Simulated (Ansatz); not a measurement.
# CH2BNa (SMILES C=[B][Na]): what the fields show

Input

```
crystal:
  periodic: [false, false, false]
  atoms:
    - {symbol: C, position_ang: [-0.381717, 1.346368, 0.812296]}
    - {symbol: B, position_ang: [-0.862397, 1.888331, 2.016382]}
    - {symbol: Na, position_ang: [-1.691087, 2.824561, 4.092089]}
    - {symbol: H, position_ang: [-1.036491, 0.857494, 0.084313]}
    - {symbol: H, position_ang: [0.675573, 1.381440, 0.531979]}
basis:
  gaussian:
    orbitals: def2-TZVPD
hamiltonian:
  xc: pbe0
output: {forces: true, orbitals: {seedname: orbitals}}
```

Command:

```sh
ansatz run input.yaml --threads 1 --pin off --max-ram 2610MiB --events-out events.jsonl --progress --plain --runs-dir runs
```

Geometry: PBE0-D3(BJ)/pcseg-1.

Theory: isolated molecule in a Gaussian basis; Kohn-Sham density functional theory, functional PBE0 in Ansatz 0.2.0.

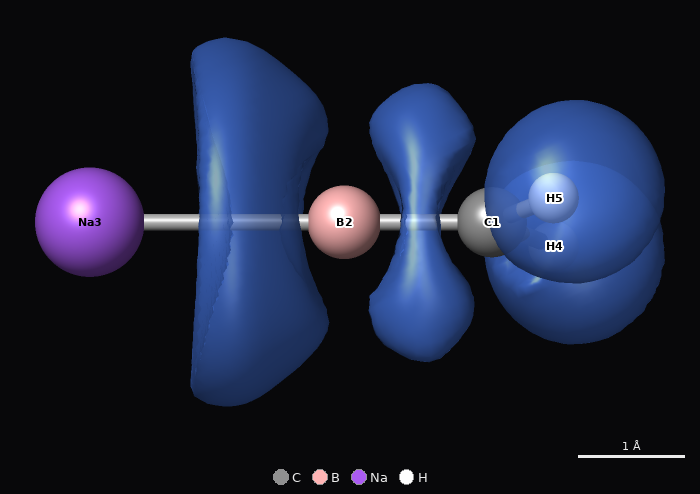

Figure 1. Isosurface of the electron localisation function at 0.8 (blue), seen from one side. Core shells and regions of very low density are left out.

> Identify the bonds, lone pairs and shells in this picture.

The surface consists of one region between bonded B–C atoms (shared pairs), two regions around hydrogen nuclei and one lobe of the valence shell of B pointing towards Na. Profiles from the grid: C–B (1.41 Å): the ELF peaks at about 0.95 between the atoms; localised, covalent bonding. Na–B (2.42 Å): the ELF peaks at about 1 in the valence shell of B, 0.9 Å from its nucleus, and is about 0.75 at the midpoint.

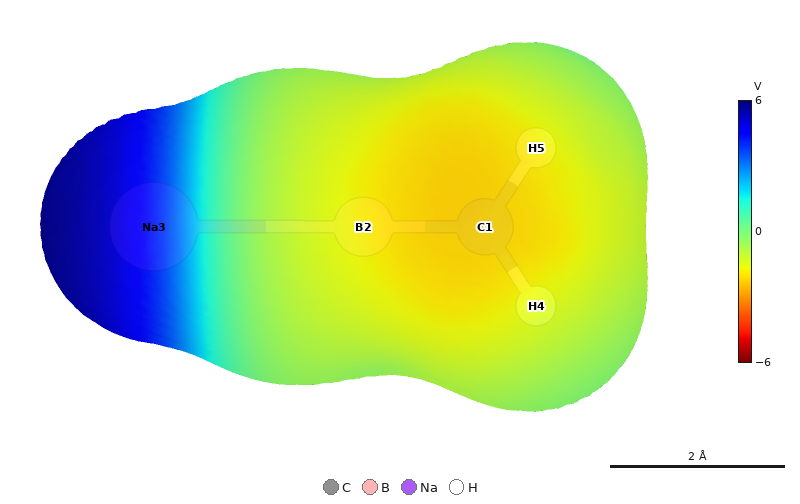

Figure 2. The molecular electrostatic potential painted on the density surface at 0.002 e/bohr³, seen at a tilt; the colour scale runs from red (negative) to blue (positive).

> Which sites attract a positive test charge, and which a negative one?

A positive charge is drawn to the negative regions and a negative charge to the positive ones. The most negative region (about −2.3 V) lies over the π face of C1, the most positive (about +5.8 V) over Na3.

> What dipole moment does the calculation give?

Its dipole moment is 7.71 D.

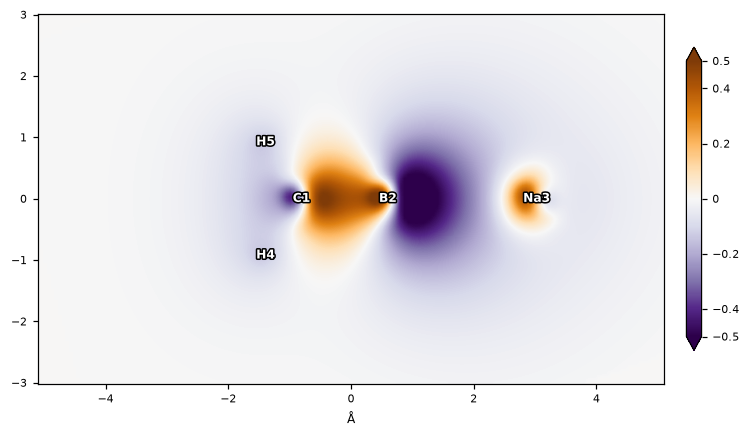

Figure 3. The HOMO−1 on the molecular plane (values in Å⁻³ᐟ²; the overall sign is arbitrary).

> What is the character of this orbital?

It lies mainly on B2 (about 65 %), Na3 (about 20 %) and C1 (about 10 %); it is symmetric in the molecular plane (an in-plane orbital: σ, lone-pair or in-plane π type). Its energy is −5.69 eV.

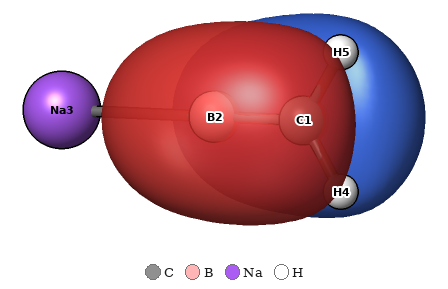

Figure 4. One frontier orbital at ±0.08 Å⁻³ᐟ² (blue and red are the two phases), seen at a tilt.

> Which orbital is it: HOMO or LUMO?

The HOMO, at −4.99 eV. By Hirshfeld shares it lies mainly on C1 (about 50 %) and B2 (about 35 %); it changes sign across the molecular plane (π type); π-bonding across C1–B2.
